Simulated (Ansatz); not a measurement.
# Run report: CH₁₀OSi₃, geometry relaxation (part 1 of 2)

CH₁₀OSi₃, computed with UKS B3LYP/STO-3G (Ansatz 0.2.0).

It belongs to a series of runs on one base structure; here: start relaxed. Figures and captions count atoms from 1; the log counts them from 0 in places.

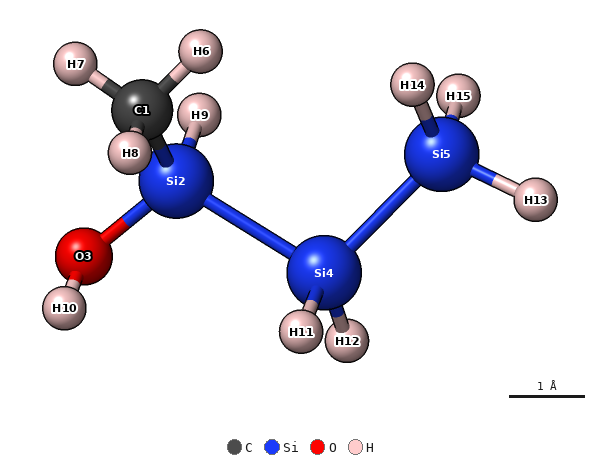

Fig. 1: The starting structure (ball-and-stick view, seen at a tilt; atoms are numbered from 1 in the order of the input).

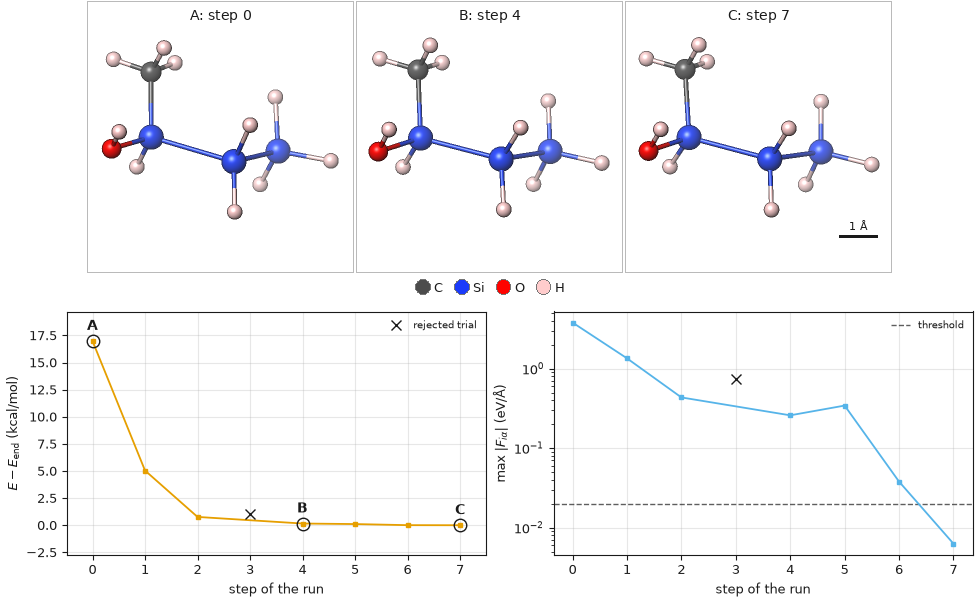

Fig. 2: Frames of the relaxation (ball-and-stick view, seen at a tilt) above the curves, on which the letters mark them (the first geometry is step 0 here and step 1 in the log).

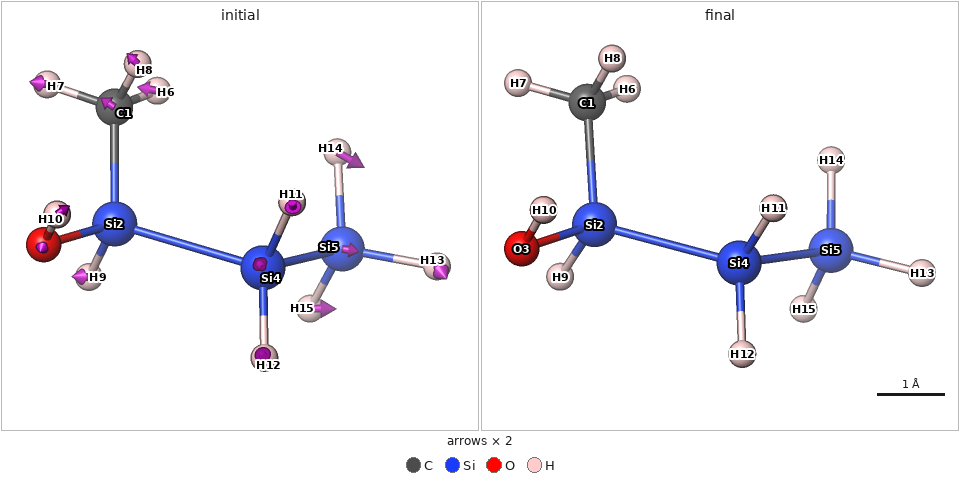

Fig. 3: Before (left) and after (right) the relaxation, at one scale (ball-and-stick view, seen at a tilt). The pink arrows give the displacements, magnified 2 times. H14 moves most after the best rigid fit: 0.24 Å. By element the largest moves are H 0.24 Å, Si 0.15 Å, C 0.13 Å, O 0.10 Å. Among the contacts that change: Si2–Si4 2.384 → 2.278 Å, C1–Si2 1.795 → 1.890 Å, Si4–H11 1.537 → 1.448 Å, Si5–H14 1.530 → 1.445 Å. Among the angles that change: Si2–O3–H10 115.9° → 104.2°, Si2–Si4–Si5 104.4° → 114.2°, H6–C1–H7 102.1° → 107.5°. Over 7 geometry steps the energy falls by 17.0 kcal/mol. The largest force component goes from 3.8 to 0.0063 eV/Å. The line search rejected the trial step at point 3 (counted from 0) and went back. (Atoms are counted from 1 in the order of the input.)

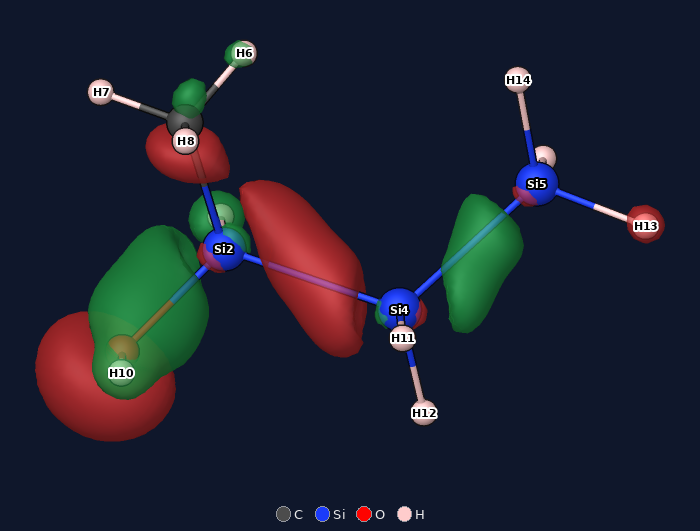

Fig. 4: One frontier orbital at ±0.15 Å⁻³ᐟ² (green and red are the two phases), seen face on. The HOMO−1 (β), at −5.32 eV.

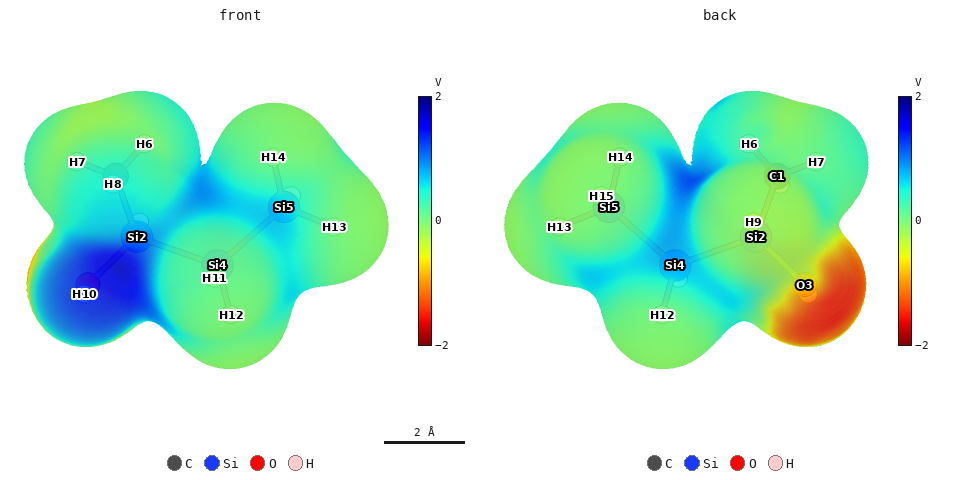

Fig. 5: The electrostatic potential painted on the density surface at 0.001 e/bohr³, seen face on and from behind; the colour scale runs from red (negative) to blue (positive).

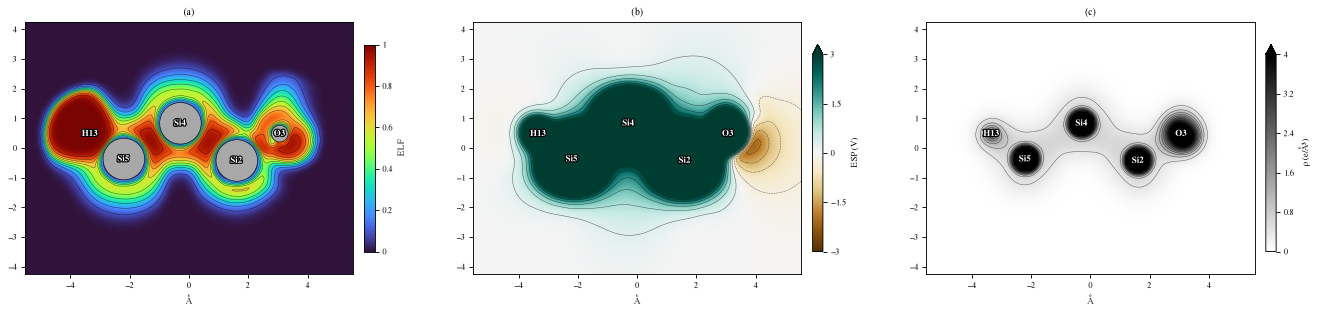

Fig. 6: (a) electron localisation function; (b) electrostatic potential; (c) total electron density on the plane of atoms Si4, Si5 and H13. Grey discs, where drawn, cover atomic cores. The section cuts through Si, O and H sites. Si–Si (2.26 Å): ρ at the midpoint is about 0.63 e/Å³; the ELF peaks at about 0.95 between the atoms, as expected for localised, shared-pair bonding.

The input that produced these results follows, with the program's output.

### Input
```yaml
crystal:
  periodic: [false, false, false]
  atoms:
    - { symbol: C, position_ang: [-1.984, -0.0945, -0.0711] }
    - { symbol: Si, position_ang: [-0.5549, -0.892, -0.8096] }
    - { symbol: O, position_ang: [-0.8016, -2.5338, -0.9519] }
    - { symbol: Si, position_ang: [1.3715, -0.4224, 0.5147] }
    - { symbol: Si, position_ang: [1.635, 1.8241, 0.3495] }
    - { symbol: H, position_ang: [-1.9035, 1.0523, -0.0478] }
    - { symbol: H, position_ang: [-2.8991, -0.2518, -0.6775] }
    - { symbol: H, position_ang: [-2.192, -0.3815, 0.9287] }
    - { symbol: H, position_ang: [-0.2999, -0.3427, -2.1289] }
    - { symbol: H, position_ang: [-0.9327, -3.0301, -0.0963] }
    - { symbol: H, position_ang: [0.9947, -0.8545, 1.9408] }
    - { symbol: H, position_ang: [2.5082, -1.1871, 0.062] }
    - { symbol: H, position_ang: [2.7248, 2.2779, 1.2084] }
    - { symbol: H, position_ang: [0.3909, 2.5684, 0.8389] }
    - { symbol: H, position_ang: [1.9209, 2.2169, -1.0306] }
magnetization:
  spin_polarized: true
basis:
  gaussian: { orbitals: STO-3G }
hamiltonian:
  xc: b3lyp
relax:
  f_tol: 0.02
  max_steps: 40
output:
  orbitals: {}
```

Run as:
```bash
ansatz run input.yaml --threads 1 --pin off --max-ram 2048MiB --backend cpu --events-out ev --progress --plain --runs-dir out
```

### Output
```
The last accepted step is kept in [file] (removed where the run ends without a failure and the disk answers)
Engine: ansatz 0.2.0, x86_64-unknown-linux-gnu
Functional definition: B3LYP
  parameter a0 = 0.2
  parameter ax = 0.72
  parameter ac = 0.81
  exchange = (1 - a0 - ax)*slater_x + ax*b88_x + a0*exact_x
  correlation = (1 - ac)*vwn_rpa_c + ac*lyp_c
630 factors; integrals over basis functions are off by at most 1.3e-5 eV
mean field evaluation 1: about -26563.0294 eV, gradient 1.9e1 eV
mean field evaluation 2: about -26562.3192 eV, gradient 2.3e1 eV
mean field evaluation 4: about -26565.6198 eV, gradient 6.5e-1 eV
mean field evaluation 8: about -26565.5655 eV, gradient 1.1e-2 eV
mean field -26565.56545726 eV, -976.2665237675 hartree, gradient 2.4e-5 eV, S^2 0.000000; 0 other end points of the search recorded, 0 dependent functions left out
the calculation of the forces begins
reference -26565.56568797 eV, -976.2665322459 hartree; 33, 33 occupied and 14, 14 virtual orbitals, 630 factors
relax step   1: F+E_penalty+E_count = -26565.56545726 eV  Δ(F+E_penalty+E_count) = +0.000e0 eV  max|allowed force component| = 3.797e0 eV/Å  Δτ_max = 0.0000 Å  (23 SCF iters, accepted)
these checks for a lower state are left out or cut short: starts, cluster_reference, orbital_swaps, neighbouring_geometries, increment
630 factors; integrals over basis functions are off by at most 1.4e-5 eV
mean field evaluation 16: about -26566.0828 eV, gradient 2.0e-1 eV
mean field -26566.08326243 eV, -976.2855527562 hartree, gradient 6.8e-6 eV, S^2 0.000000; 0 other end points of the search recorded, 0 dependent functions left out
the calculation of the forces begins
reference -26566.08349394 eV, -976.2855612642 hartree; 33, 33 occupied and 14, 14 virtual orbitals, 630 factors
relax step   2: F+E_penalty+E_count = -26566.08326243 eV  Δ(F+E_penalty+E_count) = -5.178e-1 eV  max|allowed force component| = 1.348e0 eV/Å  Δτ_max = 0.1920 Å  (26 SCF iters, accepted)
these checks for a lower state are left out or cut short: starts, cluster_reference, orbital_swaps, neighbouring_geometries, increment
630 factors; integrals over basis functions are off by at most 1.5e-5 eV
mean field -26566.26876705 eV, -976.2923699253 hartree, gradient 1.6e-5 eV, S^2 0.000000; 0 other end points of the search recorded, 0 dependent functions left out
the calculation of the forces begins
reference -26566.26899684 eV, -976.2923783700 hartree; 33, 33 occupied and 14, 14 virtual orbitals, 630 factors
relax step   3: F+E_penalty+E_count = -26566.26876705 eV  Δ(F+E_penalty+E_count) = -1.855e-1 eV  max|allowed force component| = 4.341e-1 eV/Å  Δτ_max = 0.1327 Å  (25 SCF iters, accepted)
these checks for a lower state are left out or cut short: starts, cluster_reference, orbital_swaps, neighbouring_geometries, increment
630 factors; integrals over basis functions are off by at most 2.0e-5 eV
mean field evaluation 32: about -26566.2577 eV, gradient 2.7e-4 eV
mean field -26566.25768748 eV, -976.2919627585 hartree, gradient 2.2e-5 eV, S^2 0.000000; 0 other end points of the search recorded, 0 dependent functions left out
the calculation of the forces begins
reference -26566.25791460 eV, -976.2919711052 hartree; 33, 33 occupied and 14, 14 virtual orbitals, 630 factors
relax step   4: F+E_penalty+E_count = -26566.25768748 eV  Δ(F+E_penalty+E_count) = +1.108e-2 eV  max|allowed force component| = 7.482e-1 eV/Å  Δτ_max = 0.1894 Å  (25 SCF iters, rejected (line search))
these checks for a lower state are left out or cut short: starts, cluster_reference, orbital_swaps, neighbouring_geometries, increment
630 factors; integrals over basis functions are off by at most 1.6e-5 eV
mean field -26566.29519653 eV, -976.2933411909 hartree, gradient 8.9e-6 eV, S^2 0.000000; 0 other end points of the search recorded, 0 dependent functions left out
the calculation of the forces begins
reference -26566.29542503 eV, -976.2933495880 hartree; 33, 33 occupied and 14, 14 virtual orbitals, 630 factors
relax step   5: F+E_penalty+E_count = -26566.29519653 eV  Δ(F+E_penalty+E_count) = -2.643e-2 eV  max|allowed force component| = 2.585e-1 eV/Å  Δτ_max = 0.0920 Å  (25 SCF iters, accepted)
these checks for a lower state are left out or cut short: starts, cluster_reference, orbital_swaps, neighbouring_geometries, increment
630 factors; integrals over basis functions are off by at most 1.6e-5 eV
mean field -26566.29732884 eV, -976.2934195519 hartree, gradient 8.1e-6 eV, S^2 0.000000; 0 other end points of the search recorded, 0 dependent functions left out
the calculation of the forces begins
reference -26566.29755717 eV, -976.2934279426 hartree; 33, 33 occupied and 14, 14 virtual orbitals, 630 factors
relax step   6: F+E_penalty+E_count = -26566.29732884 eV  Δ(F+E_penalty+E_count) = -2.132e-3 eV  max|allowed force component| = 3.428e-1 eV/Å  Δτ_max = 0.0769 Å  (25 SCF iters, accepted)
these checks for a lower state are left out or cut short: starts, cluster_reference, orbital_swaps, neighbouring_geometries, increment
630 factors; integrals over basis functions are off by at most 1.6e-5 eV
mean field -26566.30170214 eV, -976.2935802675 hartree, gradient 7.2e-6 eV, S^2 0.000000; 0 other end points of the search recorded, 0 dependent functions left out
the calculation of the forces begins
reference -26566.30193065 eV, -976.2935886652 hartree; 33, 33 occupied and 14, 14 virtual orbitals, 630 factors
```
